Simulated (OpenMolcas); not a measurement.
CH5GaO (SMILES C[O][GaH2]): methods side by side

CH5GaO has 8 atoms, charge 0, and is taken as a singlet. SMILES: `C[O][GaH2]`. Geometry: relaxed at PBE0-D4/def2-TZVP.

Quantity: the electronic atomisation energy, in eV. The values are calculated. Electronic energies at fixed atoms, without zero-point motion or spin-orbit coupling.

```tsv
level	kind	program	value (eV)	CPU time (all runs)
HF/cc-pVDZ	Hartree–Fock	OpenMolcas	18.77	11 s
SVWN5/cc-pVDZ	LDA	OpenMolcas	30.02	24 s
BLYP/cc-pVDZ	GGA	OpenMolcas	25.73	32 s
PBE/cc-pVDZ	GGA	OpenMolcas	26.36	31 s
revPBE/cc-pVDZ	GGA	OpenMolcas	25.47	31 s
TPSS/cc-pVDZ	meta-GGA	OpenMolcas	26.46	44 s
r2SCAN/cc-pVDZ	meta-GGA	OpenMolcas	26.25	54 s
B3LYP/cc-pVDZ	global hybrid	OpenMolcas	25.84	30 s
```

All-electron rows without a relativistic Hamiltonian named are non-relativistic. The values span 18.77 to 30.02 eV. Times are those of the runs behind each value, whatever else they computed, on shared processors of several kinds: orders of magnitude only.

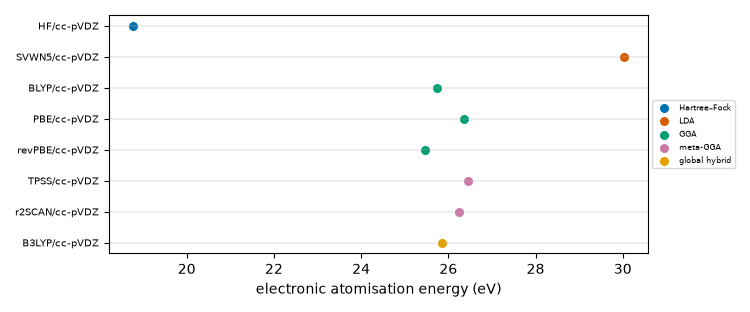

The values of the table, level by level.
